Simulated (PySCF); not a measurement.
```xyz
2

In    0.0000    0.0000   -0.0161
H     0.0000    0.0000    1.8359
```

Core potentials replace the inner electrons of In.

All numbers below come from PBE0/def2-TZVPPD, non-relativistic Hamiltonian with scalar-relativistic core potentials where named, at a bond length of 1.852 Å (PySCF 2.14.0).

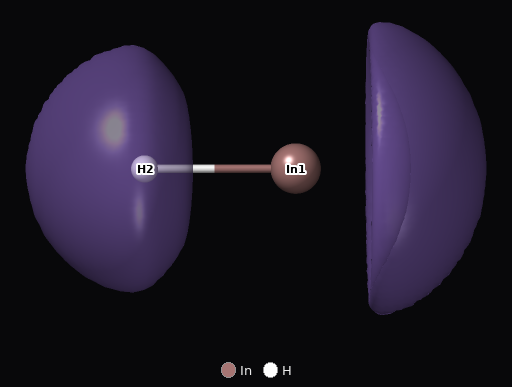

InH. Isosurface of the electron localisation function at 0.75 (purple), seen from one side. Core shells and regions of very low density are left out.

> Where are the electrons localised?

The ELF exceeds this value in one region around a hydrogen nucleus and one lobe on In, pointing away from the bonds (lone pairs). Profiles from the grid: In–H (1.85 Å): the ELF climbs to about 1 towards the hydrogen.
